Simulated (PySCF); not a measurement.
# I₄Ti, SMILES `I[Ti](I)(I)I`: electronic structure

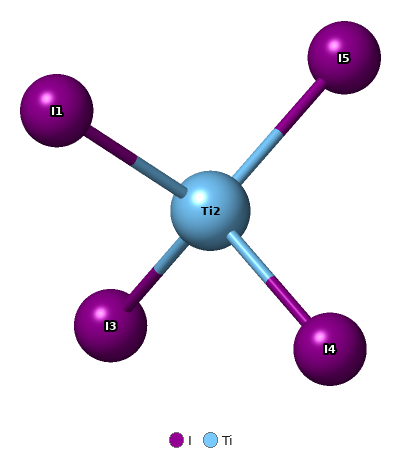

The molecule, with its atoms numbered as below. No frequency check shows the geometry to be a minimum.

Cartesian coordinates (Å):

```
I1      -1.5257    1.5235    1.5278
Ti2     -0.0001    0.0000   -0.0001
I3      -1.5257   -1.5235   -1.5278
I4       1.5258   -1.5278    1.5235
I5       1.5257    1.5279   -1.5235
```

## 1. Bonding charge

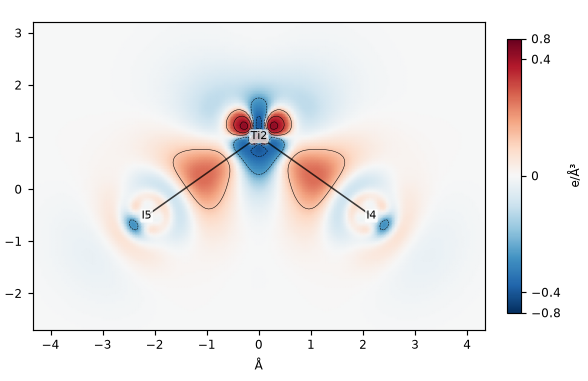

Deformation density (molecule less spherical, spin-averaged free atoms) in the plane of Ti2, I4 and I5; colour scale in e/Å³, logarithmic beyond ±0.1; red: gain, blue: loss.

Computed with PySCF, PBE/def2-TZVP, geometry: GFN2-xTB. Core potentials replace the inner electrons of I; spin–orbit coupling isn't included. This is a single-reference result, which may miss multireference character in this system.

**How much density has each bond in this plane gained at its critical point, relative to the free atoms?**

Ti2–I5 and Ti2–I4: +0.10 e/Å³ at the bond critical point (bond length 2.64 Å, Mayer order 1.3). In all, 0.8 electrons gather in the regions of gain relative to the promolecule. A small or negative value marks a very polar bond, one between electron-rich atoms, whose free-atom densities already overlap strongly, a long bond to a heavier atom, or a closed-shell contact such as a hydrogen bond.

**Where do the Hirshfeld charges lie?**

The highest Hirshfeld charge is on Ti2 (+0.18 e), the lowest on I1, I3, I4 and I5 (−0.04 e).

## 2. Electrostatic potential

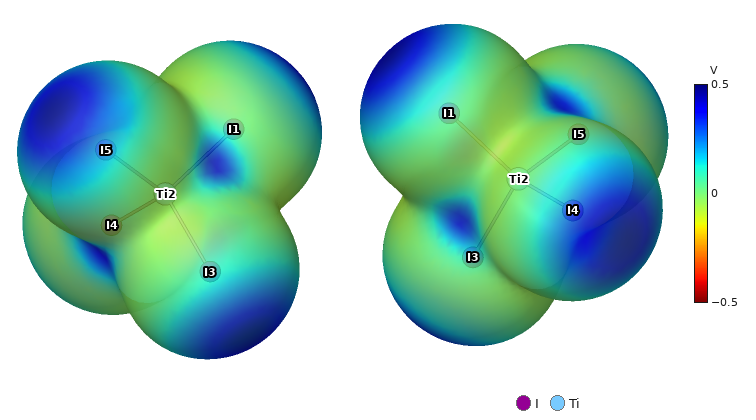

Electrostatic potential on the surface of electron density 0.001 a.u. (back view left, front view right).

**Where are the extremes of the potential on the surface?**

Highest: 0.47 V, 2.3 Å from I1, and at like points elsewhere. Further maxima include 0.38 V, 2.5 Å from Ti2. Lowest: −0.07 V, 2.5 Å from I5, and at like points elsewhere. The surface is sampled at points, so like sites can differ by a few per cent and only the strongest of them is named.

**Does I1 carry a σ-hole?**

Yes: a local maximum of +0.47 V lies on the extension of the Ti2–I1 bond.

**What volume does the surface enclose, and what is the dipole moment?**

About 235 Å³; the dipole moment is 0.0 D.

## 3. In an electric field

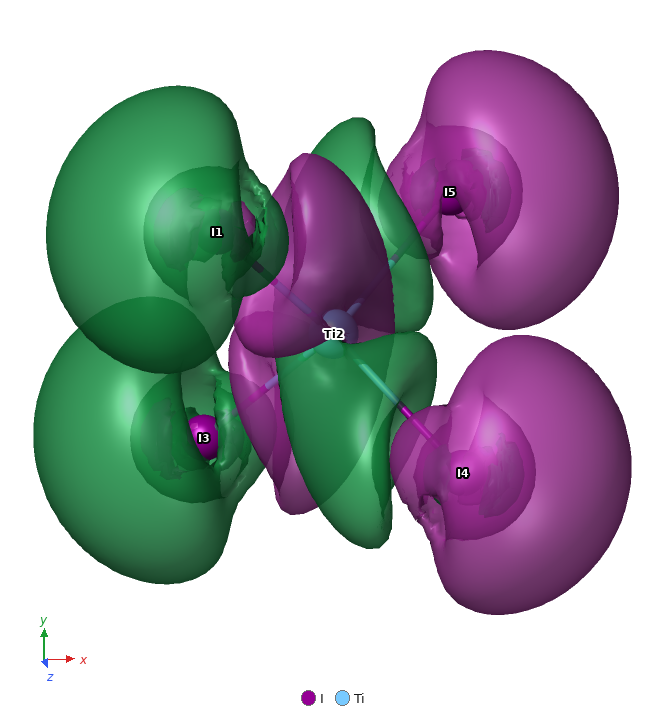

Change of the electron density in a uniform field of 0.21 V/Å, surfaces at ±0.001 e/Å³ (green: gain, purple: loss).

Computed with PySCF, PBE/def2-TZVP, geometry: GFN2-xTB. Core potentials replace the inner electrons of I; spin–orbit coupling isn't included. This is a single-reference result, which may miss multireference character in this system. A basis without diffuse functions makes polarisabilities too small.

**Along which Cartesian direction does the field point?**

Along +x: electrons gather on the −x side, against the field.

**What dipole is induced, and what polarisability does it imply?**

The induced dipole is 2.00 D (along the field); α along this axis, from the fields in both directions, is 197 bohr³ (29.2 Å³).

**Which atoms gain and lose the most charge?**

Electrons gather most on I1 and I3 alike (Hirshfeld charge changes by −0.036 e) and leave I4 and I5 alike most (+0.036 e); 0.123 electrons are displaced in all.
